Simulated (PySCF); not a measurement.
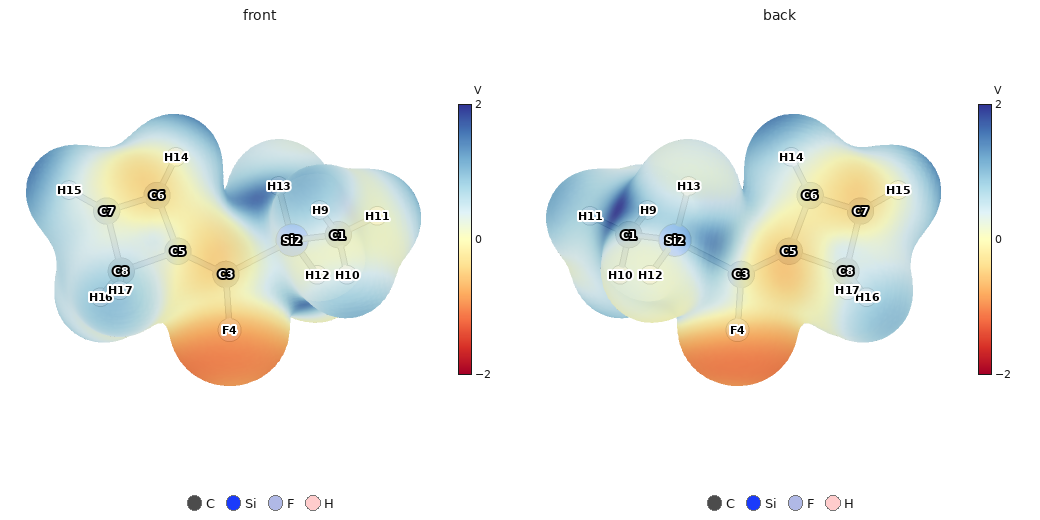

Figure 1: C$_{6}$H$_{9}$FSi (SMILES C[SiH2]/C(F)=C1\C=CC1). The molecular electrostatic potential painted on the density surface at 0.004 e/bohr³, seen from the front and from behind; the colour scale runs from red (negative) to blue (positive).

Geometry: GFN2-xTB.

The calculation used PBE0/pcSseg-1, SCF density, gas phase, non-relativistic in PySCF.

```xyz
17

C     2.8916    0.5324    0.1094
Si    1.6990   -0.9348    0.2846
C     0.0144   -0.2761    0.8522
F    -0.0495    0.0035    2.1895
C    -1.0716   -0.0533    0.1235
C    -1.4194   -0.2015   -1.2824
C    -2.6694    0.2500   -1.0995
C    -2.4849    0.4657    0.3851
H     2.5373    1.2453   -0.6310
H     3.0022    1.0647    1.0506
H     3.8783    0.1987   -0.1983
H     2.1665   -1.8685    1.3125
H     1.5037   -1.6155   -0.9986
H    -0.8582   -0.5464   -2.1304
H    -3.5156    0.4126   -1.7405
H    -3.0913   -0.1631    1.0358
H    -2.5401    1.4982    0.7276
```

Describe the electrostatic potential map.

Answer. The most negative region (about −1.1 V) lies over F4, the most positive (about +1.7 V) over Si2.
